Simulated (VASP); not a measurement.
Band structure of Tb (hcp). These are PBE GGA with D3 dispersion (Becke-Johnson damping), VASP's PBE PAW potentials (set 64) (plane waves; VASP) values and carry that method's errors.

The 4f electrons are frozen in the core of the lanthanide potential, so 4f levels, which can set the real gap, and their magnetism are missing.

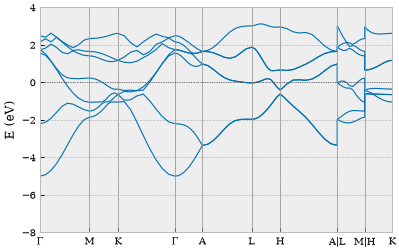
Fig. 1. Bands along high-symmetry lines, zero at the valence-band maximum or, without a gap, the Fermi level

Task: Read the plot: is there a gap, and where are the band edges?

Result: It has no gap at this level: it comes out as a metal or semimetal. (Edges off the drawn lines would not show.)

The compound is Tb in the hcp structure. It was relaxed first.
